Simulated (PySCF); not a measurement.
Mo²⁺: atomic calculation

Mo²⁺, configuration 1s2 2s2 2p6 3s2 3p6 3d10 4s2 4p6 4d4, multiplicity 5. Computed at this level: unrestricted LDA, x2c-TZVPPall plus 1 even-tempered diffuse shell per l, spin-free X2C-1e, Gaussian nucleus (PySCF).

Summary:

```
      quantity                      value
       outcome                  converged
  total energy         −4042.7167 hartree
          ⟨S²⟩                      6.000
          ⟨L²⟩                       6.01
SCF iterations                          6
      hardware  1 CPU thread, shared host
      CPU time    1.8 s (integrals apart)
```

Notes:

The driver held the occupations shell by shell, and empty d levels lie below the filled 4d.

The input:
```python
from pyscf import gto, scf, dft, mp, cc
import basis_set_exchange as bse
mol = gto.M(atom="Mo 0 0 0", charge=2, spin=4, symmetry="D2h",
            basis=gto.basis.parse(bse.get_basis("x2c-TZVPPall", elements=["Mo"], fmt="nwchem", augment_diffuse=1)),
            nucmod="G")
mf = dft.UKS(mol, xc="LDA,VWN").sfx2c1e()
mf.irrep_nelec = {'Ag': (7, 6), 'B1g': (2, 1), 'B2g': (2, 1), 'B3g': (2, 1), 'B1u': (3, 3), 'B2u': (3, 3), 'B3u': (3, 3)}
mf.kernel()
```

The script is an equivalent of what the driver set up; the driver started from orbitals of its own, so the log can be shorter than this script's would be, and it computed the properties (radii, ⟨L²⟩, response) afterwards. It held the occupations shell by shell, which the script's counts by irreducible representation don't always enforce.

Log (extracts):
```
damping factor = 0
level_shift factor = 0
DIIS = <class 'pyscf.scf.diis.CDIIS'>
diis_start_cycle = 1
diis_space = 10
diis_damp = 0
SCF conv_tol = 1e-09
SCF conv_tol_grad = None
number electrons alpha = 22  beta = 18
XC functionals = LDA,VWN
    P. A. M. Dirac.,  Math. Proc. Cambridge Philos. Soc. 26, 376 (1930)
    F. Bloch.,  Z. Phys. 57, 545 (1929)
    S. H. Vosko, L. Wilk, and M. Nusair.,  Can. J. Phys. 58, 1200 (1980)
cycle= 1 E= -4042.71613497156  delta_E= -0.0187  |g|= 0.0952  |ddm|= 0.186
cycle= 2 E= -4042.71652058415  delta_E= -0.000386  |g|= 0.0447  |ddm|= 0.0366
cycle= 3 E= -4042.71665645401  delta_E= -0.000136  |g|= 0.00734  |ddm|= 0.0195
cycle= 4 E= -4042.71666780491  delta_E= -1.14e-05  |g|= 0.000404  |ddm|= 0.00512
cycle= 5 E= -4042.71666785416  delta_E= -4.92e-08  |g|= 2.84e-05  |ddm|= 0.000314
cycle= 6 E= -4042.7166678544  delta_E= -2.44e-10  |g|= 1.98e-06  |ddm|= 2.31e-05
converged SCF energy = -4042.7166678544  <S^2> = 6.0003037  2S+1 = 5.0001215
```

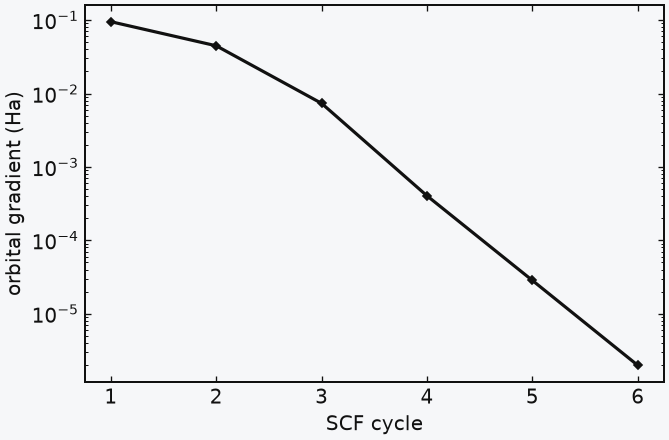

**Figure 1.** Convergence: orbital gradient against the SCF cycle. The residual falls at every step. It goes from 0.095 to 2.0×10⁻⁶ in 6 steps.

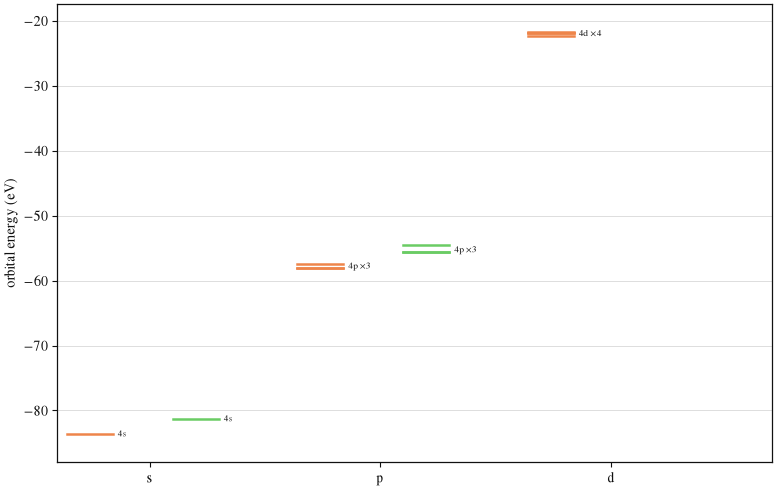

**Figure 2.** Orbital energies of the mean field, from the top down to −83.6 eV, by angular momentum, α spin at the left of each column and β at the right; ×n counts the orbitals under one label. Empty levels that the record names by l alone aren't drawn. The highest filled orbital is 4d α at −21.8 eV, the lowest empty one d α at −22.1 eV.
